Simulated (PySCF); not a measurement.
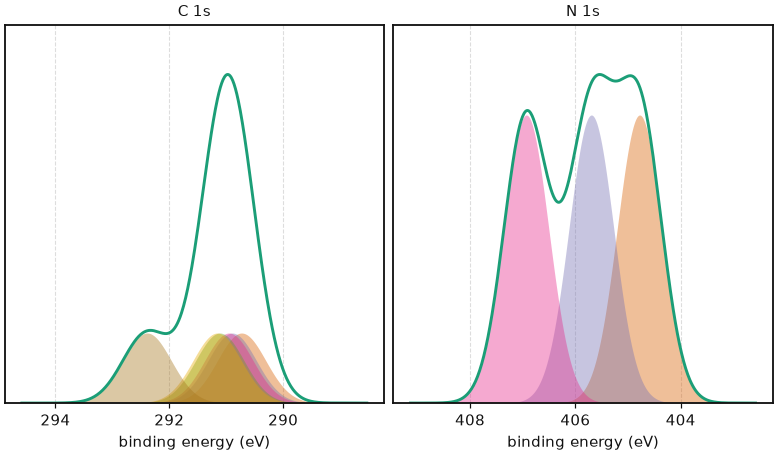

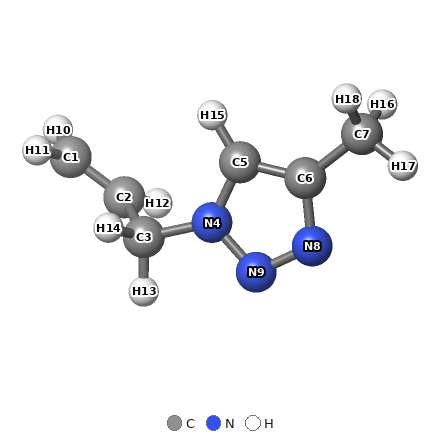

Simulated XPS of C₆H₉N₃, SMILES C=CCn1cc(C)nn1. Vertical core-electron binding energies by ΔSCF (SCAN, pcX-2 on the ionised atom, pcseg-1 elsewhere, spin-free X2C; PySCF, at a PBE0-D3(BJ)/def2-SVP geometry (no frequency check)), gas phase, against the vacuum level. One atom of each kind was ionised; within a panel, areas follow the number of like atoms, each panel is scaled alone, Gaussians of 1.0 eV full width. Only the regions named are shown. Lines closer than the width merge in the curve.

> Assign the components.

```
level  atoms  binding energy (eV)
 C 1s     C3                292.4
 C 1s     C5                291.2
 C 1s     C2                291.1
 C 1s     C6                291.0
 C 1s     C7                290.9
 C 1s     C1                290.7
 N 1s     N4                406.9
 N 1s     N9                405.7
 N 1s     N8                404.8
```

> How large is the chemical shift across the C 1s region?

1.7 eV, from C1 at 290.7 eV to C3 at 292.4 eV.

Note: one conformer of a flexible molecule.
